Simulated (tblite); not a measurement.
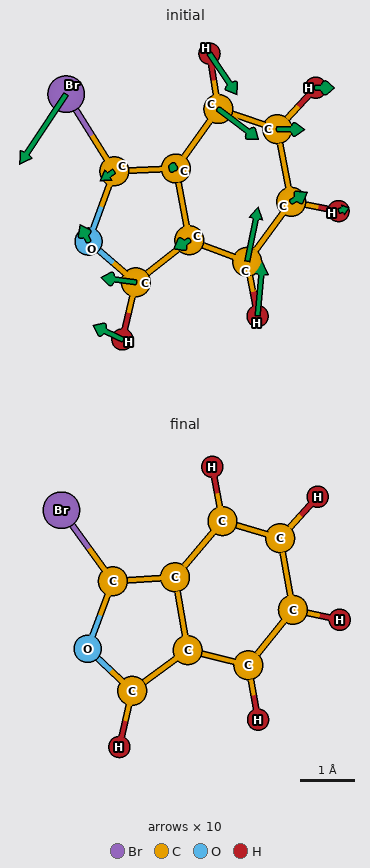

The structure of C8H5BrO before (top) and after (bottom) a relaxation, at one scale. The green arrows give the displacements, 10 times their true length.

Style: ball-and-stick. Shown at a tilt.

Theory: tblite, GFN2-xTB geometry optimisation, gas phase. 

Q: Describe what moved and what it gained.

A: The atom that moves furthest after the best rigid fit is the Br atom (0.16 Å). Largest moves by element: Br 0.16 Å, C 0.11 Å, H 0.11 Å, O 0.04 Å. Near-neighbour distances that change, for instance: C–C 1.414 → 1.361 Å, C–O 1.389 → 1.337 Å, Br–C 1.907 → 1.865 Å, C–O 1.368 → 1.342 Å. Among the angles between lasting bonds that change: C–C–C 110.4° → 117.8°, C–C–H 127.1° → 119.9°, C–C–C 128.0° → 134.6°. The energy falls by 12.3 kcal/mol in 25 geometry steps. Cost: 0.2 s on 1 thread of Arm Neoverse V1 (shared host).
